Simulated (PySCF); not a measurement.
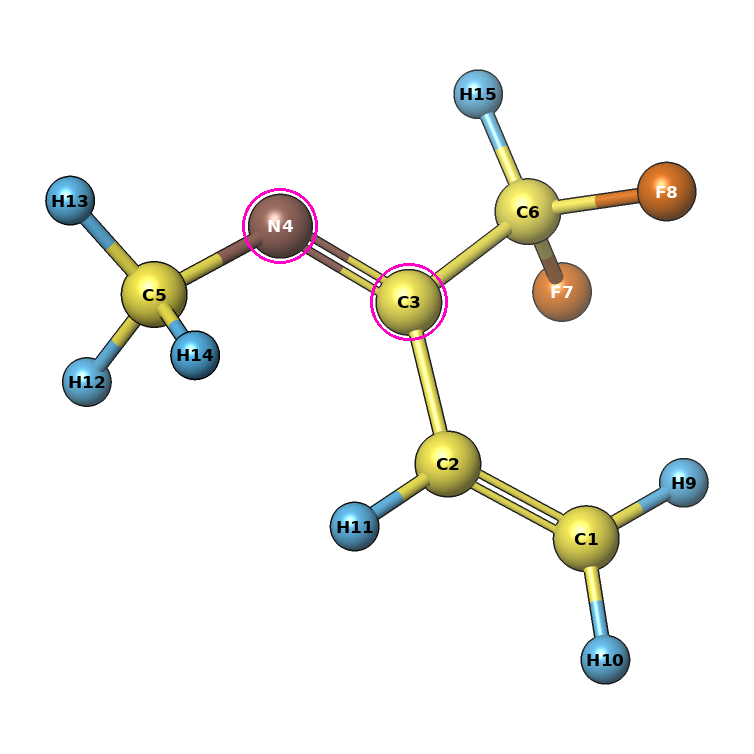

Distant atoms are faded towards the background colour. Circles mark the stereogenic atoms. Computed geometry: PBE0-D3(BJ)/def2-SVP optimisation. No frequency run is at hand to confirm it as a minimum.

Give the R/S and E/Z labels.

Answer. C3=N4: E.

Give a SMILES with the stereochemistry.

Answer. C=C/C(=N\C)C(F)F
